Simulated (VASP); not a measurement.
Band structure of SrTe (rock salt). All values below come from r2SCAN meta-GGA with spin-orbit coupling, VASP's PBE PAW potentials (set 64) (plane waves; VASP 6.6.1).

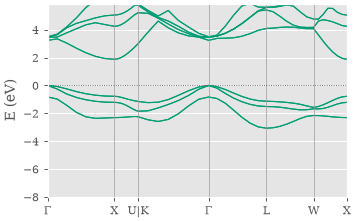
Fig. 1. Bands along high-symmetry lines, zero at the valence-band maximum or, without a gap, the Fermi level

### Question
Read the plot: is there a gap, and where are the band edges?

### Answer
The gap is indirect, 1.88 eV, from the valence maximum at Γ to the conduction minimum at X.

The compound is SrTe in the rock salt structure. It was relaxed first.
